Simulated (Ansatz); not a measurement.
C2HGa2 (doublet)

```xyz
5

C    -2.4773    1.0002    0.1985
C    -1.6519    0.7408    1.1282
Ga   -1.3830   -1.0874   -0.1395
Ga   -3.3731    0.4237   -1.5833
H    -1.1399    0.9722    2.0583
```

Geometry: r2SCAN-D4/def2-SVP.

All numbers below come from Ansatz 0.2.0, isolated molecule in a Gaussian basis; Kohn-Sham density functional theory, functional PBE0.

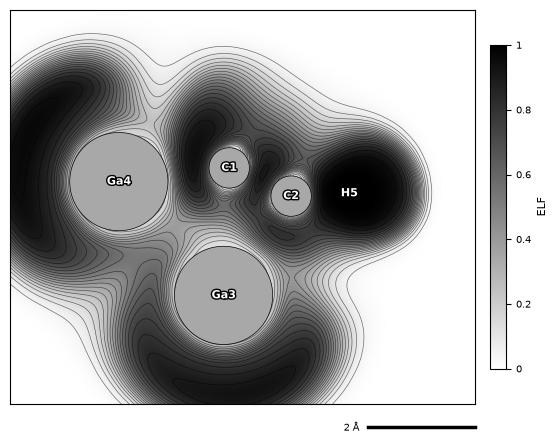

Figure 1. Electron localisation function on the molecular plane. Grey discs cover the atomic cores.

**What do the fields say about this system?**

- Atoms in the plane: C, Ga and H.
- C–C (1.27 Å): the ELF peaks at about 0.90 between the atoms: a short, multiple covalent bond.
- C–Ga (2.08 Å): the ELF peaks at about 0.90 in the valence shell of C, 0.7 Å from its nucleus, and is about 0.45 at the midpoint.
- C–H (1.09 Å): the ELF climbs to about 1 towards the hydrogen, as it does in any bond to H (a covalent bond by its length).
- C–Ga (2.24 Å): the ELF peaks at about 0.80 in the valence shell of C, 0.7 Å from its nucleus, and is about 0.35 at the midpoint.
- C–Ga (2.38 Å): the ELF peaks at about 0.60 in the valence shell of C, 0.7 Å from its nucleus, and is about 0.25 at the midpoint.

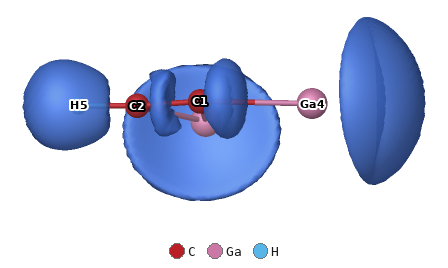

Figure 2. Isosurface of the ELF at 0.85 (blue), seen from one side. Only the valence region is drawn (cores and ρ < 0.01 e/Å³ removed).

**What do the ELF domains correspond to?**

At this value the surface marks out one region between bonded C–C atoms (shared pairs), one region around a hydrogen nucleus, two lobes on Ga, pointing away from the bonds (non-bonding electrons) and one region wrapped around C (its valence shell).

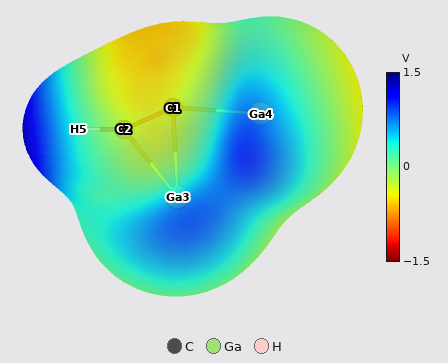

Figure 3. The electrostatic potential painted on the density surface at 0.001 e/bohr³, seen at a tilt; red is negative and blue positive.

**Describe the electrostatic potential map.**

The most negative region (about −0.6 V) lies over C1, the most positive (about +1.3 V) over H5.

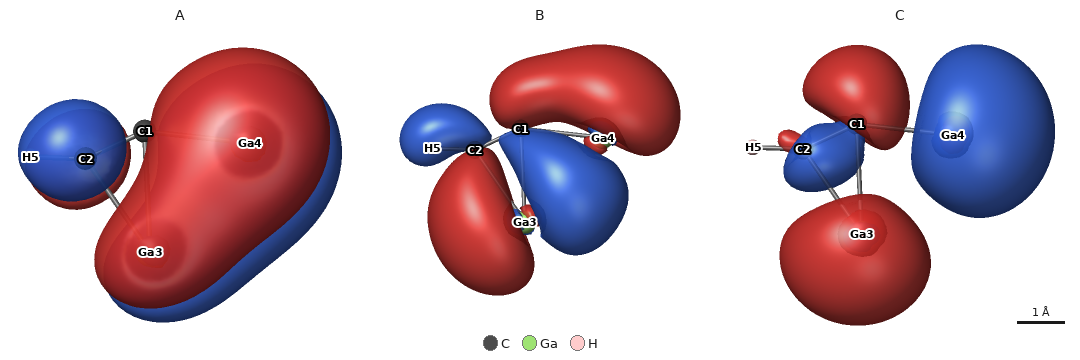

Figure 4. Three frontier orbitals at ±0.06 Å⁻³ᐟ² (red and blue are the two phases), in no order.

**Order the three orbitals by energy and name them. All are α orbitals.**

C is the HOMO−1 (α) (−6.99 eV). By Hirshfeld shares it lies mainly on Ga4 (about 50 %), Ga3 (about 25 %) and C1 (about 20 %); it is symmetric in the molecular plane (an in-plane orbital: σ, lone-pair or in-plane π type). B is the HOMO (α) (−5.10 eV). By Hirshfeld shares it lies mainly on Ga4 (about 35 %), Ga3 (about 35 %), C1 (about 15 %) and C2 (about 10 %); it is symmetric in the molecular plane (an in-plane orbital: σ, lone-pair or in-plane π type). A is the LUMO (α) (−2.13 eV). It lies mainly on Ga4 (about 55 %), Ga3 (about 25 %), C2 (about 10 %) and C1 (about 5 %); it changes sign across the molecular plane (π type); π-antibonding (a node) across C2–Ga3.

**What is the gap between the highest occupied and lowest empty α orbitals?**

2.97 eV between the orbital energies.
